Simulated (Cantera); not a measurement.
Charge: 1 mol Pb, 0.22 mol H₂, 0.83 mol O₂, equilibrated at 575 K.

Method: chemical equilibrium by Gibbs-energy minimisation in Cantera with the NASA 1993 tables (ideal gas, pure condensed phases). Candidate condensed phases: H₂O, Pb, PbO, PbO₂, Pb₃O₄; 12 gas species. Kinetics and transport are ignored.

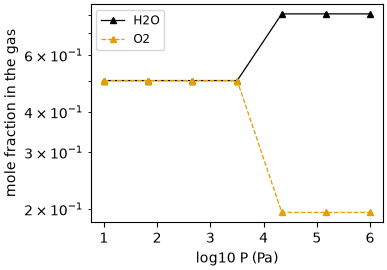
*Equilibrium gas composition (values under 1e-9 drawn at 1e-9)*

From 10.0 Pa to 3200 Pa the condensed part is PbO(red). From 22000 Pa to 1000000 Pa the condensed part is Pb₃O₄(s).
